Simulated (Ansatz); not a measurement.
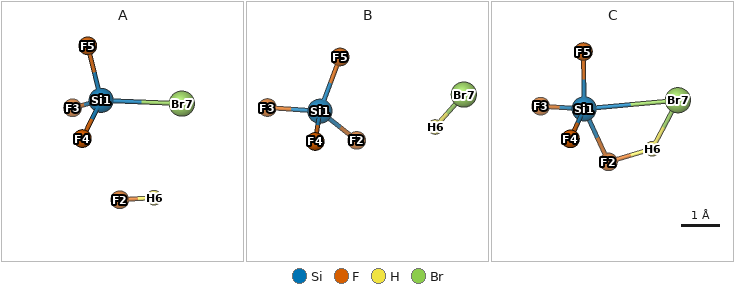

3 geometries from a converged minimum-energy path of SiHBrF4, shuffled. Style: ball-and-stick. Shown at a tilt.

Level of theory: Ansatz, RKS PBE0-D4/def2-SVP. Set-up: 7 movable images; climbing image; force threshold 0.05 eV/Å; iteration limit 60; starting path through a guess of the saddle point.

Q: Which of them lies highest in energy?

A: C. In order along the path, whose images run from 0 to 8: B (image 2, +0.1 kcal/mol), C (image 4, +32.4 kcal/mol), A (image 8, +11.2 kcal/mol). Breaking: H6–Br7 (1.42 → 1.61 at the top → 2.73 Å), Si1–F2 (1.60 → 1.78 at the top → 2.87 Å). Forming: F2–H6 (2.19 → 1.24 at the top → 0.92 Å), Si1–Br7 (4.30 → 2.53 at the top → 2.19 Å).

The run took 6.6 min on 2 threads of Arm Neoverse V1, with other jobs on the host, peak memory 0.28 GiB.
